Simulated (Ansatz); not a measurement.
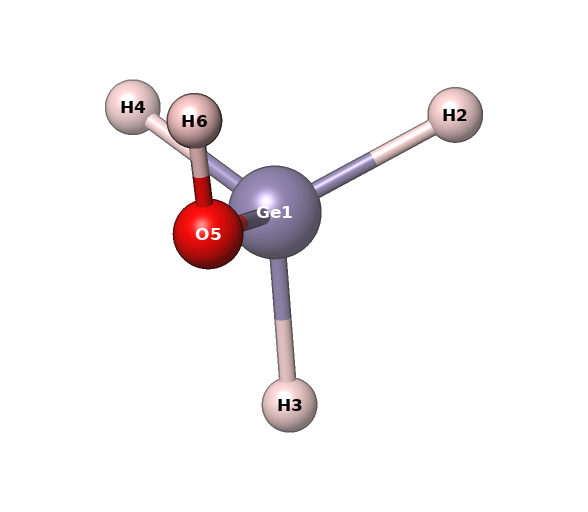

Ge1 lies behind O5. The molecule seen a little off the O5–Ge1 bond, O5 in front. Atoms fade into the background with distance from the viewer. The computed structure is the end point of a PBE0-D4/def2-TZVP optimisation.

> What is the torsion angle H6–O5–Ge1–H2? The sign is positive where the front bond must turn clockwise to cover the back bond.

60°, synclinal (gauche).
